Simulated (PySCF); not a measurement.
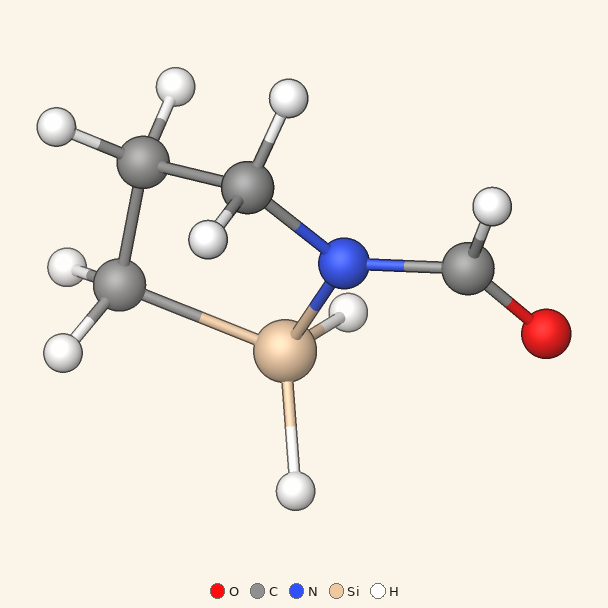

A ball-and-stick model of a molecule. Every bond is drawn as one stick, whatever its order.

**Give the formula.**

C₄H₉NOSi, 16 atoms: 4 carbon, 9 hydrogen, 1 nitrogen, 1 oxygen and 1 silicon.

**Describe its rings.**

Independent rings (smallest set): 1 of 5 members.

**How many bonds of each kind are drawn?**

7 C–H, 2 C–N, 2 C–C, 2 Si–H, 1 C–O, 1 C–Si, 1 N–Si.

**Name some functional groups or characteristic bonds that it holds.**

Among them: amide, Si–H bond, Si–N bond.

**What is its SMILES?**

O=CN1CCC[SiH2]1

More results for the same structure follow; atom numbers are the same in all pictures, views and colours differ. The computed structure is the end point of a PBE0-D3(BJ)/def2-SVP optimisation. No frequency run is at hand to confirm it as a minimum.

### Shape

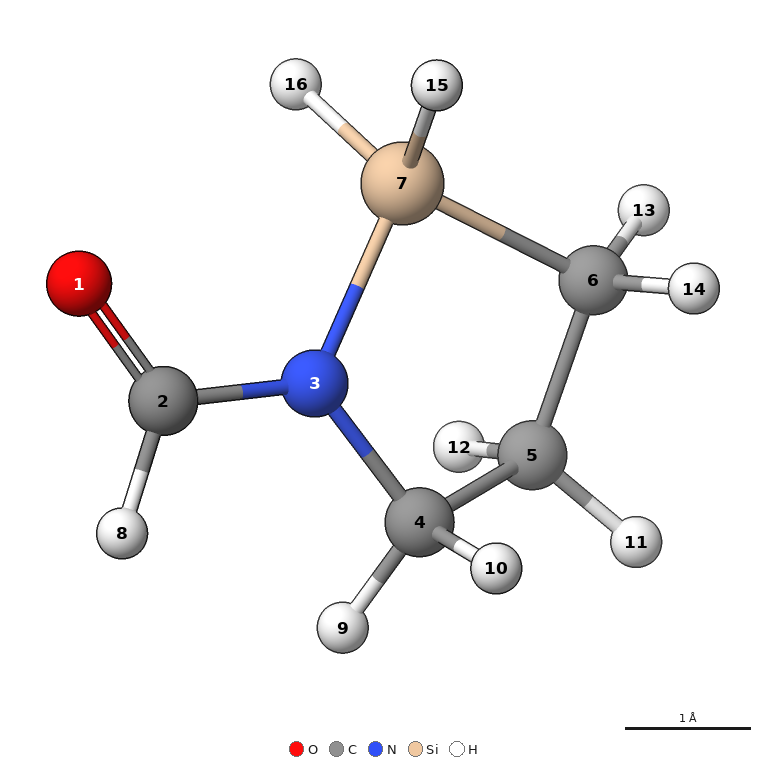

Numbered structure. No frequency run is at hand to confirm it as a minimum.

Give these bond angles: O1–C2–N3, O1–C2–H8, N3–C4–C5, N3–C4–H9, N3–C4–H10, N3–Si7–C6, C4–C5–H11, C4–C5–H12, C5–C4–H10, C5–C6–H13, C6–C5–H11, C6–C5–H12.

| angle | degrees |
| --- | --- |
| O1–C2–N3 | 123.3 |
| O1–C2–H8 | 122.6 |
| N3–C4–C5 | 106.5 |
| N3–C4–H9 | 110.8 |
| N3–C4–H10 | 110.7 |
| N3–Si7–C6 | 91.8 |
| C4–C5–H11 | 110.7 |
| C4–C5–H12 | 108.7 |
| C5–C4–H10 | 110.1 |
| C5–C6–H13 | 112.3 |
| C6–C5–H11 | 112.4 |
| C6–C5–H12 | 109.4 |

### NMR shielding

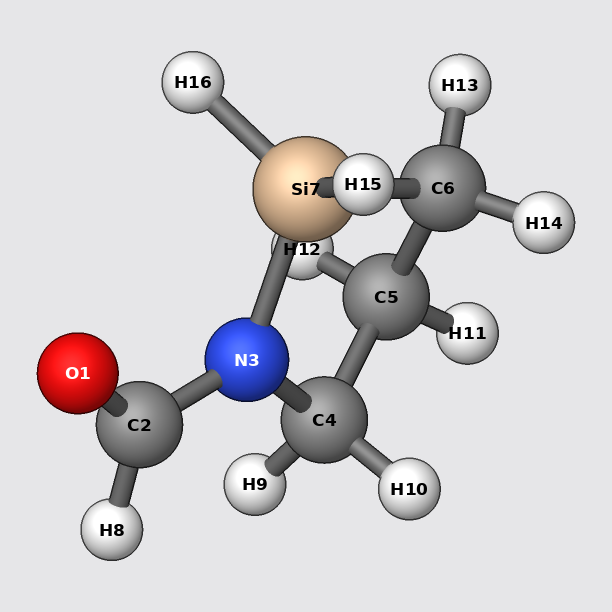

No frequency run is at hand to confirm it as a minimum. Method: GIAO PBE0/pcSseg-1 NMR shielding, non-relativistic, IEF-PCM chloroform (PySCF 2.14.0). Principal shieldings σ11 ≤ σ22 ≤ σ33, span Ω = σ33 − σ11, skew κ = 3(σiso − σ22)/Ω.

Give the shielding tensors of the N atoms.

```tsv
atom	σ11	σ22	σ33	σiso	Ω	κ
N3	7.1	126.2	227.7	120.3	220.6	−0.08
```

Shieldings and span in ppm.

### Dipole moment

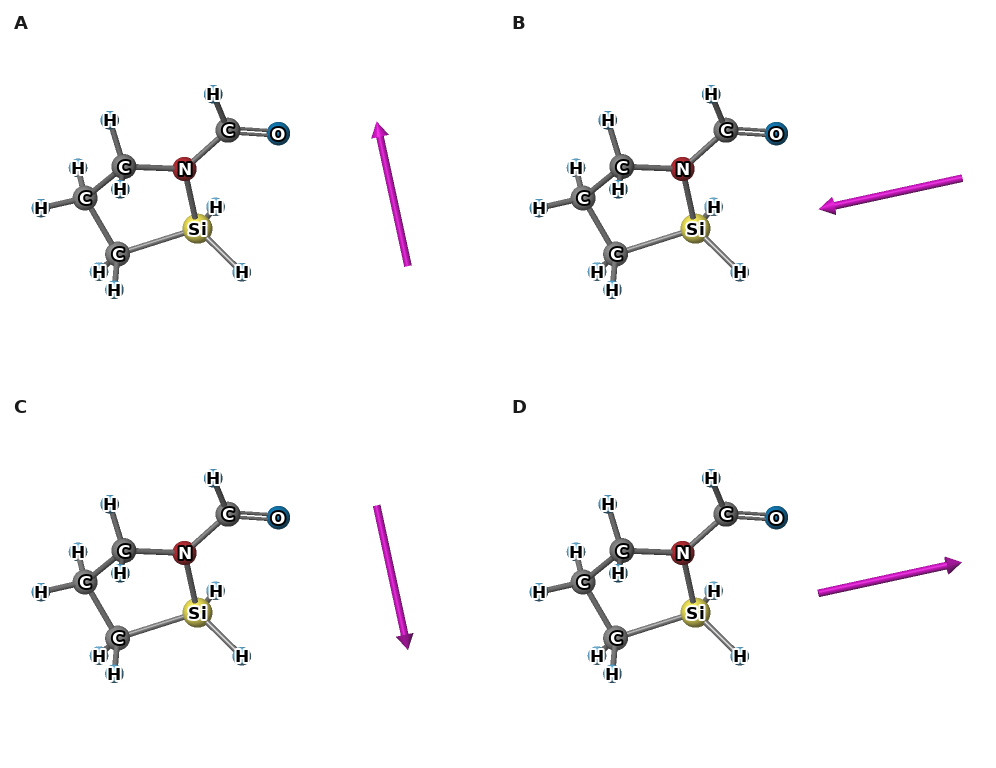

The same molecule four times, each with an arrow. No frequency run is at hand to confirm it as a minimum. Method: PBE0/pcSseg-1 in cyclohexane (IEF-PCM) (PySCF 2.14.0).

**Which arrow points along the dipole moment, from the negative to the positive end?**

B. The dipole moment is 4.85 D.

### Ring current

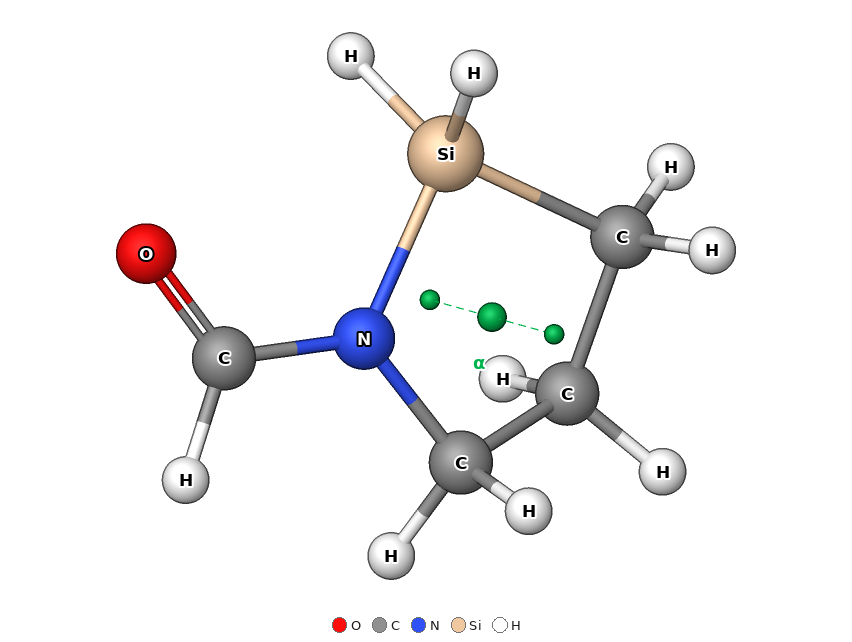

The small points mark where nucleus-independent chemical shifts (NICS) were computed: at the centre of each lettered ring and 1 Å above and below it. No frequency run is at hand to confirm it as a minimum. Level of theory: GIAO PBE0/pcSseg-1 NMR shielding, non-relativistic, gas phase (PySCF 2.14.0).

Give NICS(0), NICS(1) and the out-of-plane component NICS(1)zz for each ring (means of the two sides).

```json
{"ring": "α", "members": "C3NSi", "NICS(0)": "−5.9", "NICS(1)": "−3.4", "NICS(1)zz": "−1.9"}
```

Values in ppm.

**What do the values say about the ring currents?**

Ring α: weak, as in a non-aromatic ring. NICS is one index among several.
